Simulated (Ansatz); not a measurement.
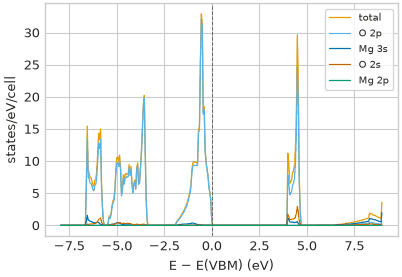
Figure. Total and projected density of states of MgO₂ in space group Pa-3 (No. 205; Mg on 4a, O on 8c), PBEsol (plane waves, PAW; program Ansatz)

Q: Which orbitals carry the states next to the gap?

A: Top 1 eV of the valence band: O 2p 97 %. Bottom 1 eV of the conduction band: O 2p 79 %, O 2s 11 %, outside the projected shells 5 %. Projections are on Löwdin-orthogonalised atomic valence shells; empty p or d shells of many metals are not among them.

Q: Where is the tallest occupied peak in this window, and what makes it?

A: Near -0.5 eV, about 33 states/eV per cell; the largest projected share is O 2p.

The workflow started from a Materials Project entry (that database holds measured and hypothetical structures alike); the Crystallography Open Database copy checked does not list it. Whether it is the stable phase at ambient conditions was not checked. The PBEsol relaxation kept the symmetry of its start; whether a distortion lowers the energy is not shown.

Potentials: the later of the program's two PAW sets.
